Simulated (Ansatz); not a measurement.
# Two runs on BH₃

System: BH₃, SMILES B.
Method of the first run: RKS r2SCAN-D4/def2-TZVPP (Ansatz 0.2.0).

The geometry comes from this level: PBE0-D4/def2-TZVP. Text and figures count atoms from 1; the logs count them from 0 in places.

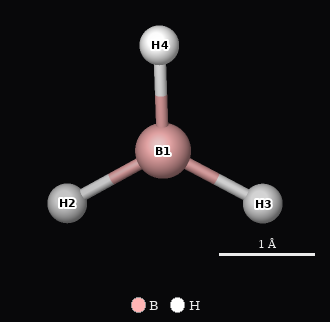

The structure as given in the input (ball-and-stick view, seen at a tilt; atoms are numbered from 1 in the order of the input).

### The input, the first run
```yaml
crystal:
  periodic: [false, false, false]
  atoms:
    - {symbol: B, position_ang: [0.013912, -0.015086, -0.005132]}
    - {symbol: H, position_ang: [0.982175, 0.381680, 0.568804]}
    - {symbol: H, position_ang: [-0.276153, -1.171766, 0.042973]}
    - {symbol: H, position_ang: [-0.664435, 0.744871, -0.626945]}
basis:
  gaussian: {orbitals: def2-TZVPP}
hamiltonian: {xc: r2scan, dispersion: d4}
output: {forces: true, orbitals: {seedname: orbitals}}
```

Hardware: 2 CPU threads, shared host.

### Output (the first run)
```
Functional definition: r2SCAN
  parameter k0 = 0.174
  parameter k1 = 0.065
  parameter a1 = 4.9479
  exchange = r2scan_x(k0 = k0, k1 = k1, a1 = a1)
  correlation = r2scan_c
346 factors; their error is unknown
mean field evaluation 1: about -722.4244 eV, gradient 1.7e1 eV
mean field evaluation 2: about -722.9846 eV, gradient 1.2e1 eV
mean field evaluation 4: about -723.4605 eV, gradient 4.8e-2 eV
mean field evaluation 8: about -723.4517 eV, gradient 6.7e-3 eV
mean field -723.45165852 eV, -26.5863580774 hartree, gradient 6.8e-6 eV, S^2 0.000000; 0 other end points of the search recorded, 0 dependent functions left out
the calculation of the forces begins
reference -723.45166907 eV, -26.5863584653 hartree; 4, 4 occupied and 69, 69 virtual orbitals, 346 factors
Total energy: -723.45554219 eV, -26.5865007998 hartree
Atom 0 at     0.013912    -0.015086    -0.005132 Å, force    -0.000453     0.000027     0.001006 eV/Å
Atom 1 at     0.982175     0.381680     0.568804 Å, force    -0.045679    -0.018828    -0.027487 eV/Å
Atom 2 at    -0.276153    -1.171766     0.042973 Å, force     0.013913     0.054739    -0.002585 eV/Å
Atom 3 at    -0.664435     0.744871    -0.626945 Å, force     0.032219    -0.035937     0.029066 eV/Å
Dipole moment:     0.000021    -0.000005    -0.000035 e Å
```

For the second run the input was changed thus:
```diff
-hamiltonian: {xc: r2scan, dispersion: d4}
+hamiltonian: {xc: pbe, dispersion: d4}
```

Predict how the results change.

The total energies belong to different models, so their difference says nothing on which is more stable or more accurate. The largest force goes from 0.057 to 0.122 eV/Å. The HOMO goes from −8.82 to −8.47 eV. The LUMO goes from −2.55 to −3.06 eV.

### Output (the second run)
```
Functional definition: PBE
  parameter kappa = 0.804
  parameter beta = 0.06672455060314922
  exchange = pbe_x(kappa = kappa, mu = beta*pi^2/3)
  correlation = pbe_c(beta = beta)
346 factors; their error is unknown
mean field evaluation 1: about -721.0285 eV, gradient 2.0e1 eV
mean field evaluation 2: about -721.4790 eV, gradient 1.7e1 eV
mean field evaluation 4: about -722.5497 eV, gradient 1.1e-1 eV
mean field evaluation 8: about -722.5408 eV, gradient 3.2e-1 eV
mean field -722.54090691 eV, -26.5528885730 hartree, gradient 8.8e-6 eV, S^2 0.000000; 0 other end points of the search recorded, 0 dependent functions left out
the calculation of the forces begins
reference -722.54094108 eV, -26.5528898289 hartree; 4, 4 occupied and 69, 69 virtual orbitals, 346 factors
Total energy: -722.55768309 eV, -26.5535050863 hartree
Atom 0 at     0.013912    -0.015086    -0.005132 Å, force    -0.000451     0.000061     0.000899 eV/Å
Atom 1 at     0.982175     0.381680     0.568804 Å, force     0.098994     0.040424     0.058291 eV/Å
Atom 2 at    -0.276153    -1.171766     0.042973 Å, force    -0.029407    -0.118091     0.004634 eV/Å
Atom 3 at    -0.664435     0.744871    -0.626945 Å, force    -0.069137     0.077606    -0.063825 eV/Å
Dipole moment:     0.000021    -0.000006    -0.000032 e Å
```

### The two runs side by side

| quantity | the first run | the second run |
| --- | --- | --- |
| outcome | converged | converged |
| total energy (hartree) | −26.586501 | −26.553505 |
| HOMO (eV) | −8.82 | −8.47 |
| LUMO (eV) | −2.55 | −3.06 |
| dipole moment (D) | 0.00 | 0.00 |
| largest force (eV/Å) | 0.057 | 0.122 |
| basis functions | 73 | 73 |
| wall time (shared host) | 0.9 s | 0.65 s |
